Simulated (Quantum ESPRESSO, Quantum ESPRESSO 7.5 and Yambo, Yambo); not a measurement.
# AlN (F-43m): G0W0 with Yambo, start to end

Aim: the G0W0 gap of AlN (F-43m) on PBE, step by step.

Main program and level: Quantum ESPRESSO 7.5 and Yambo 5.3.0; PBE and many-body steps on it, plane waves.

## 1. Starting point

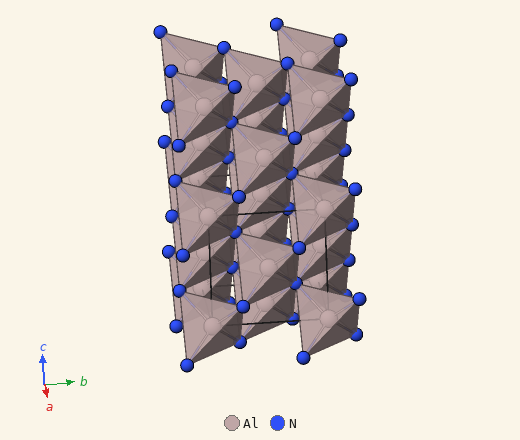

The starting structure, seen slightly off an axis (aluminium light grey, nitrogen blue). 1×1×2 cells are drawn. This picture shows the conventional cell, with its axes. Some periodic images of atoms are drawn too.

As a file:

```cif
data_structure
_symmetry_space_group_name_H-M 'F-43m'
_symmetry_Int_Tables_number 216
_cell_length_a 4.3680
_cell_length_b 4.3680
_cell_length_c 4.3680
_cell_angle_alpha 90.000
_cell_angle_beta 90.000
_cell_angle_gamma 90.000
_cell_volume 83.34
loop_
_atom_site_label
_atom_site_type_symbol
_atom_site_symmetry_multiplicity
_atom_site_Wyckoff_symbol
_atom_site_fract_x
_atom_site_fract_y
_atom_site_fract_z
_atom_site_occupancy
Al1 Al 4 a 0.00000 0.00000 0.00000 1
N1 N 4 c 0.25000 0.25000 0.25000 1
```

The cell and positions are those that the Materials Project relaxed with its own functionals (PBE, PBE+U or r2SCAN), kept fixed. This is not the form that AlN usually takes at ambient conditions.

## 2. Ground state

This step: Quantum ESPRESSO 7.5; DFT, PBE, plane waves, norm-conserving pseudopotentials.

The ground-state density comes first.

File pw.in:

```
&control
  calculation = 'scf'
  prefix = 'x'
  outdir = 'o'
  pseudo_dir = 'pseudo'
/
&system
  ibrav = 0
  nat = 2
  ntyp = 2
  ecutwfc = 72.0
  nbnd = 9
  force_symmorphic = .true.
/
&electrons
  conv_thr = 1e-10
  electron_maxstep = 80
  mixing_beta = 0.5
/
ATOMIC_SPECIES
  Al 26.982 Al.upf
  N 14.007 N.upf
CELL_PARAMETERS angstrom
  -0.0000000000 2.1839935596 2.1839935596
  2.1839935596 -0.0000000000 2.1839935596
  2.1839935596 2.1839935596 -0.0000000000
ATOMIC_POSITIONS crystal
  Al 0.0000000000 0.0000000000 0.0000000000
  N 0.7500000000 0.7500000000 0.7500000000
K_POINTS automatic
  8 8 8 0 0 0
```

Started as:

```
> OMP_NUM_THREADS=1 mpirun -n 8 pw.x -nk 8 -in pw.in > pw.out
```

Log:

```text
Program PWSCF v.7.5 starts

     This program is part of the open-source Quantum ESPRESSO suite
     for quantum simulation of materials; please cite
         "P. Giannozzi et al., J. Phys.:Condens. Matter 21 395502 (2009);
         "P. Giannozzi et al., J. Phys.:Condens. Matter 29 465901 (2017);
         "P. Giannozzi et al., J. Chem. Phys. 152 154105 (2020);
     in publications or presentations arising from this work. More details at
     Message from routine setup:
     using ibrav=0 with symmetry is DISCOURAGED, use correct ibrav instead

     G-vector sticks info

     bravais-lattice index     =            0
     lattice parameter (alat)  =       5.8367  a.u.
     unit-cell volume          =     140.5985 (a.u.)^3
     number of atoms/cell      =            2
     number of atomic types    =            2
     number of electrons       =         8.00
     number of Kohn-Sham states=            9
     kinetic-energy cutoff     =      72.0000  Ry
     charge density cutoff     =     288.0000  Ry
     scf convergence threshold =      1.0E-10
     mixing beta               =       0.5000
     number of iterations used =            8  plain     mixing
     Exchange-correlation= PBE
                           (   1   4   3   4   0   0   0)

     celldm(1)=   5.836671  celldm(2)=   0.000000  celldm(3)=   0.000000
     celldm(4)=   0.000000  celldm(5)=   0.000000  celldm(6)=   0.000000

     crystal axes: (cart. coord. in units of alat)
               a(1) = (  -0.000000   0.707107   0.707107 )
               a(2) = (   0.707107  -0.000000   0.707107 )
               a(3) = (   0.707107   0.707107  -0.000000 )

     reciprocal axes: (cart. coord. in units 2 pi/alat)
               b(1) = ( -0.707107  0.707107  0.707107 )
               b(2) = (  0.707107 -0.707107  0.707107 )
               b(3) = (  0.707107  0.707107 -0.707107 )
     Pseudo is Norm-conserving + core correction, Zval =  3.0
     Generated using ONCVPSP code by D. R. Hamann
     Using radial grid of 1876 points,  6 beta functions with:
     Pseudo is Norm-conserving + core correction, Zval =  5.0
     Generated using ONCVPSP code by D. R. Hamann
     Using radial grid of 1058 points,  4 beta functions with:
     Al                3.00    26.98200     Al( 1.00)
     N                 5.00    14.00700     N ( 1.00)

     24 Sym. Ops. (no inversion) found

   Cartesian axes

     site n.     atom                  positions (alat units)
         1        Al     tau(   1) = (   0.0000000   0.0000000   0.0000000  )
         2        N      tau(   2) = (   1.0606602   1.0606602   1.0606602  )

     number of k points=    29
                       cart. coord. in units 2pi/alat
        k(    1) = (   0.0000000   0.0000000   0.0000000), wk =   0.0039062
        k(    2) = (   0.0883883   0.0883883  -0.0883883), wk =   0.0312500
        k(    3) = (   0.1767767   0.1767767  -0.1767767), wk =   0.0312500
        k(    4) = (   0.2651650   0.2651650  -0.2651650), wk =   0.0312500
        k(    5) = (  -0.3535534  -0.3535534   0.3535534), wk =   0.0156250
        k(    6) = (   0.1767767   0.0000000   0.0000000), wk =   0.0234375
        k(    7) = (   0.2651650   0.0883883  -0.0883883), wk =   0.0937500
        k(    8) = (   0.3535534   0.1767767  -0.1767767), wk =   0.0937500
        k(    9) = (  -0.2651650  -0.4419417   0.4419417), wk =   0.0937500
        k(   10) = (  -0.1767767  -0.3535534   0.3535534), wk =   0.0937500
     [... 17 further rows ...]
        k(   28) = (  -0.7071068   0.1767767  -0.0000000), wk =   0.0468750
        k(   29) = (  -0.7071068   0.3535534   0.0000000), wk =   0.0234375

     Dense  grid:    11575 G-vectors     FFT dimensions: (  32,  32,  32)

     Initial potential from superposition of free atoms

     starting charge       7.9975, renormalised to       8.0000
     Starting wfcs are    8 randomized atomic wfcs +    1 random wfcs

     per-process dynamical memory:    11.4 Mb

     Self-consistent Calculation

     iteration #  1     ecut=    72.00 Ry     beta= 0.50

     total energy              =     -25.41046356 Ry
     estimated scf accuracy    <       0.59622317 Ry

     iteration #  2     ecut=    72.00 Ry     beta= 0.50

     total energy              =     -25.57268590 Ry
     estimated scf accuracy    <       0.07135400 Ry

     iteration #  3     ecut=    72.00 Ry     beta= 0.50

     total energy              =     -25.58431093 Ry
     estimated scf accuracy    <       0.00446948 Ry

     iteration #  4     ecut=    72.00 Ry     beta= 0.50

     total energy              =     -25.58486038 Ry
     estimated scf accuracy    <       0.00103034 Ry

     iteration #  5     ecut=    72.00 Ry     beta= 0.50

     total energy              =     -25.58488936 Ry
     estimated scf accuracy    <       0.00009426 Ry

     iteration #  6     ecut=    72.00 Ry     beta= 0.50

     total energy              =     -25.58492155 Ry
     estimated scf accuracy    <       0.00003751 Ry

     iteration #  7     ecut=    72.00 Ry     beta= 0.50

     total energy              =     -25.58492377 Ry
     estimated scf accuracy    <       0.00000321 Ry

     iteration #  8     ecut=    72.00 Ry     beta= 0.50

     total energy              =     -25.58492416 Ry
     estimated scf accuracy    <       0.00000019 Ry

     iteration #  9     ecut=    72.00 Ry     beta= 0.50

     total energy              =     -25.58492420 Ry
     estimated scf accuracy    <       0.00000002 Ry

     iteration # 10     ecut=    72.00 Ry     beta= 0.50

     total energy              =     -25.58492420 Ry
     estimated scf accuracy    <          6.0E-09 Ry

     iteration # 11     ecut=    72.00 Ry     beta= 0.50

     total energy              =     -25.58492420 Ry
     estimated scf accuracy    <          2.2E-09 Ry

     iteration # 12     ecut=    72.00 Ry     beta= 0.50

     End of self-consistent calculation

          k = 0.0000 0.0000 0.0000 (  1459 PWs)   bands (ev):

    -8.0105   6.9566   6.9566   6.9566  11.1487  19.5460  19.5460  19.5460
    24.7019

          k = 0.0884 0.0884-0.0884 (  1438 PWs)   bands (ev):

    -7.7834   5.7786   6.8782   6.8782  12.0884  18.9662  19.7142  19.7142
    23.1487

          k = 0.1768 0.1768-0.1768 (  1447 PWs)   bands (ev):

    -7.1599   3.6989   6.7011   6.7011  13.4084  17.9339  19.3059  19.3059
    23.2695

          k = 0.2652 0.2652-0.2652 (  1441 PWs)   bands (ev):

     [... further k-points ...]

     highest occupied, lowest unoccupied level (ev):     6.9566   10.2814

!    total energy              =     -25.58492420 Ry
     estimated scf accuracy    <          5.2E-11 Ry

     The total energy is the sum of the following terms:
     one-electron contribution =      -0.92916136 Ry
     hartree contribution      =       5.64189831 Ry
     xc contribution           =      -8.49770195 Ry
     ewald contribution        =     -21.79995921 Ry

     convergence has been achieved in  12 iterations

     XML data file, charge density, pseudopotentials, collected wavefunctions

=------------------------------------------------------------------------------=
   JOB DONE.
=------------------------------------------------------------------------------=
```

It took 1.5 s on 8 MPI ranks of Arm Neoverse V2, shared host; peak memory 0.05 GiB.

Numbers from this step:

```yaml
total_energy: -348.1006 eV
gap: 3.325 eV
k_of_the_valence_top: 0, 0, 0
k_of_the_conduction_bottom: 0, -0.5, -0.5
least_direct_gap: 4.192 eV
```

The gap is indirect, with the least direct gap 0.87 eV higher.

## 3. Bands along the symmetry lines

The cheap functional maps the bands first; the places of the edges decide which points the dearer methods must see.

File pw.in:

```
&control
  calculation = 'bands'
  prefix = 'x'
  outdir = 'o'
  pseudo_dir = 'pseudo'
/
&system
  ibrav = 0
  nat = 2
  ntyp = 2
  ecutwfc = 72.0
  nbnd = 10
  force_symmorphic = .true.
/
&electrons
  conv_thr = 1e-9
  electron_maxstep = 80
  diago_full_acc = .true.
  diago_thr_init = 5e-6
/
ATOMIC_SPECIES
  Al 26.982 Al.upf
  N 14.007 N.upf
CELL_PARAMETERS angstrom
  -0.0000000000 2.1839935596 2.1839935596
  2.1839935596 -0.0000000000 2.1839935596
  2.1839935596 2.1839935596 -0.0000000000
ATOMIC_POSITIONS crystal
  Al 0.0000000000 0.0000000000 0.0000000000
  N 0.7500000000 0.7500000000 0.7500000000
K_POINTS crystal
  50
  0.00000000 0.00000000 0.00000000 1
  -0.06250000 -0.06250000 0.00000000 1
  -0.12500000 -0.12500000 0.00000000 1
  -0.18750000 -0.18750000 0.00000000 1
  -0.25000000 -0.25000000 0.00000000 1
  -0.31250000 -0.31250000 0.00000000 1
  -0.37500000 -0.37500000 0.00000000 1
  -0.43750000 -0.43750000 0.00000000 1
  -0.50000000 -0.50000000 0.00000000 1
  -0.48437500 -0.48437500 0.03125000 1
  -0.46875000 -0.46875000 0.06250000 1
  -0.45312500 -0.45312500 0.09375000 1
  -0.43750000 -0.43750000 0.12500000 1
  -0.42187500 -0.42187500 0.15625000 1
  -0.40625000 -0.40625000 0.18750000 1
  -0.39062500 -0.39062500 0.21875000 1
  -0.37500000 -0.37500000 0.25000000 1
  -0.37500000 0.00000000 0.37500000 1
  -0.32812500 0.00000000 0.32812500 1
  -0.28125000 0.00000000 0.28125000 1
  -0.23437500 0.00000000 0.23437500 1
  -0.18750000 0.00000000 0.18750000 1
  -0.14062500 0.00000000 0.14062500 1
  -0.09375000 0.00000000 0.09375000 1
  -0.04687500 0.00000000 0.04687500 1
  0.00000000 0.00000000 0.00000000 1
  0.00000000 0.00000000 0.06250000 1
  0.00000000 0.00000000 0.12500000 1
  0.00000000 0.00000000 0.18750000 1
  0.00000000 0.00000000 0.25000000 1
  0.00000000 0.00000000 0.31250000 1
  0.00000000 0.00000000 0.37500000 1
  0.00000000 0.00000000 0.43750000 1
  0.00000000 0.00000000 0.50000000 1
  -0.06250000 -0.03125000 0.46875000 1
  -0.12500000 -0.06250000 0.43750000 1
  -0.18750000 -0.09375000 0.40625000 1
  -0.25000000 -0.12500000 0.37500000 1
  -0.31250000 -0.15625000 0.34375000 1
  -0.37500000 -0.18750000 0.31250000 1
  -0.43750000 -0.21875000 0.28125000 1
  -0.50000000 -0.25000000 0.25000000 1
  -0.50000000 -0.28125000 0.21875000 1
  -0.50000000 -0.31250000 0.18750000 1
  -0.50000000 -0.34375000 0.15625000 1
  -0.50000000 -0.37500000 0.12500000 1
  -0.50000000 -0.40625000 0.09375000 1
  -0.50000000 -0.43750000 0.06250000 1
  -0.50000000 -0.46875000 0.03125000 1
  -0.50000000 -0.50000000 0.00000000 1
```

Log:

```text
[banner, memory and clock lines left out]
Program PWSCF v.7.5 starts

     Atomic positions and unit cell read from directory:
     o/x.save/

     Message from routine setup:
     using ibrav=0 with symmetry is DISCOURAGED, use correct ibrav instead

     G-vector sticks info

     bravais-lattice index     =            0
     lattice parameter (alat)  =       5.8367  a.u.
     unit-cell volume          =     140.5985 (a.u.)^3
     number of atoms/cell      =            2
     number of atomic types    =            2
     number of electrons       =         8.00
     number of Kohn-Sham states=           10
     kinetic-energy cutoff     =      72.0000  Ry
     charge density cutoff     =     288.0000  Ry
     Exchange-correlation= PBE
                           (   1   4   3   4   0   0   0)

     celldm(1)=   5.836671  celldm(2)=   0.000000  celldm(3)=   0.000000
     celldm(4)=   0.000000  celldm(5)=   0.000000  celldm(6)=   0.000000

     crystal axes: (cart. coord. in units of alat)
               a(1) = (  -0.000000   0.707107   0.707107 )
               a(2) = (   0.707107  -0.000000   0.707107 )
               a(3) = (   0.707107   0.707107  -0.000000 )

     reciprocal axes: (cart. coord. in units 2 pi/alat)
               b(1) = ( -0.707107  0.707107  0.707107 )
               b(2) = (  0.707107 -0.707107  0.707107 )
               b(3) = (  0.707107  0.707107 -0.707107 )
     Pseudo is Norm-conserving + core correction, Zval =  3.0
     Generated using ONCVPSP code by D. R. Hamann
     Using radial grid of 1876 points,  6 beta functions with:
     Pseudo is Norm-conserving + core correction, Zval =  5.0
     Generated using ONCVPSP code by D. R. Hamann
     Using radial grid of 1058 points,  4 beta functions with:
     Al                3.00    26.98200     Al( 1.00)
     N                 5.00    14.00700     N ( 1.00)

     24 Sym. Ops. (no inversion) found

   Cartesian axes

     site n.     atom                  positions (alat units)
         1        Al     tau(   1) = (   0.0000000   0.0000000   0.0000000  )
         2        N      tau(   2) = (   1.0606602   1.0606602   1.0606602  )

     number of k points=    50
                       cart. coord. in units 2pi/alat
        k(    1) = (   0.0000000   0.0000000   0.0000000), wk =   0.0400000
        k(    2) = (   0.0000000   0.0000000  -0.0883883), wk =   0.0400000
        k(    3) = (   0.0000000   0.0000000  -0.1767767), wk =   0.0400000
[...]
[... 38 further rows ...]
        k(   49) = (   0.0441942  -0.0000000  -0.7071068), wk =   0.0400000
        k(   50) = (   0.0000000   0.0000000  -0.7071068), wk =   0.0400000

     Dense  grid:    11575 G-vectors     FFT dimensions: (  32,  32,  32)

     The potential is recalculated from file :
     o/x.save/charge-density

     Starting wfcs are    8 randomized atomic wfcs +    2 random wfcs

     Band Structure Calculation

     End of band structure calculation

          k = 0.0000 0.0000 0.0000 (  1459 PWs)   bands (ev):

    -8.0106   6.9565   6.9565   6.9565  11.1486  19.5460  19.5460  19.5460
    24.7019  24.7020

          k = 0.0000 0.0000-0.0884 (  1443 PWs)   bands (ev):

    -7.9338   6.6069   6.8734   6.8734  11.5309  19.2837  19.6564  19.6564
    22.9885  24.8199

          k = 0.0000 0.0000-0.1768 (  1439 PWs)   bands (ev):

    -7.7082   5.8262   6.6453   6.6453  12.3450  18.6407  19.9667  19.9667
    20.8183  25.1734

          k =-0.0000 0.0000-0.2652 (  1447 PWs)   bands (ev):

[...]
k = 0.0000 0.0000-0.3536 (  1475 PWs)   bands (ev):

[...]
k = 0.0000-0.0000-0.4419 (  1447 PWs)   bands (ev):

[...]
k =-0.0000 0.0000-0.5303 (  1451 PWs)   bands (ev):

[...]
k = 0.0000-0.0000-0.6187 (  1452 PWs)   bands (ev):

[...]
k = 0.5303-0.0000-0.5303 (  1472 PWs)   bands (ev):

[...]
k = 0.0000 0.0000 0.0000 (  1459 PWs)   bands (ev):

[...]
k = 0.1326 0.0000-0.7071 (  1448 PWs)   bands (ev):

[...]
k = 0.0884-0.0000-0.7071 (  1448 PWs)   bands (ev):

[...]
k = 0.0442-0.0000-0.7071 (  1442 PWs)   bands (ev):

    -5.3233   2.0804   5.1361   5.1367  10.3752  15.6803  20.8434  22.5096
    22.6842  30.5374

          k = 0.0000 0.0000-0.7071 (  1428 PWs)   bands (ev):

    -5.3253   2.0589   5.1811   5.1811  10.2814  15.6083  20.8765  22.6540
    22.6540  30.4717

     XML data file, pseudopotentials, collected wavefunctions
```

Elapsed: 1.2 s, on 8 MPI ranks; peak memory 0.05 GiB.

This step gave:

```
gap                        : 3.325 eV
k of the valence top       : 0, 0, 0
k of the conduction bottom : -0.5, -0.5, 0
least direct gap           : 4.192 eV
```

The gap is 3.325 eV, as in the run before at this level.

Electronic bands along the path, in eV, zero at the top of the highest filled band; v1 is the highest filled band, c1 the lowest empty one:

| point | v4 | v3 | v2 | v1 | c1 | c2 | c3 | c4 |
| --- | --- | --- | --- | --- | --- | --- | --- | --- |
| Γ | -14.97 | 0.00 | 0.00 | 0.00 | 4.19 | 12.59 | 12.59 | 12.59 |
| X | -12.28 | -4.90 | -1.78 | -1.78 | 3.32 | 8.65 | 13.92 | 15.70 |
| U | -12.30 | -4.25 | -3.63 | -1.37 | 5.17 | 10.12 | 13.05 | 14.17 |
| jump to K | -12.30 | -4.25 | -3.63 | -1.37 | 5.17 | 10.12 | 13.05 | 14.17 |
| Γ | -14.97 | 0.00 | 0.00 | 0.00 | 4.19 | 12.59 | 12.59 | 12.59 |
| L | -12.92 | -5.86 | -0.48 | -0.48 | 7.39 | 9.85 | 11.17 | 11.17 |
| W | -12.23 | -3.77 | -3.44 | -2.70 | 6.05 | 11.45 | 11.98 | 12.16 |
| X | -12.28 | -4.90 | -1.78 | -1.78 | 3.32 | 8.65 | 13.92 | 15.70 |

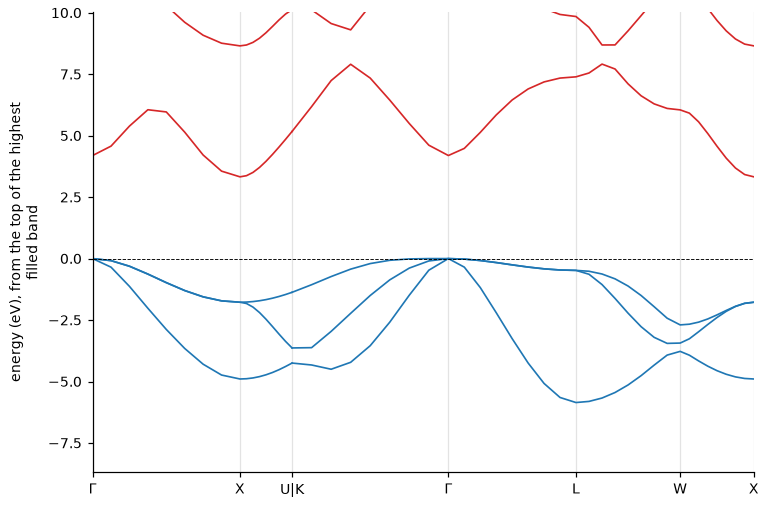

Electronic bands along the path; lines of filled and empty bands in two colours.

[end of part 1 of 3]

[Paths, hosts, dates, memory and timing lines, banners, echoed tables and standing remarks are left out of the program output.]

[Logs are printed without paths, hosts, clocks, repeated set-up lines and the standing remarks that a program may print on its own settings, such as how far it seeks lower states.]

[Runs of the session that timed out or met a known fault of the program may be left out.]

[Hosts, paths, dates, database ids (printed as entryN), source tags and the programs' standing remarks are cut or masked in the printed files.]
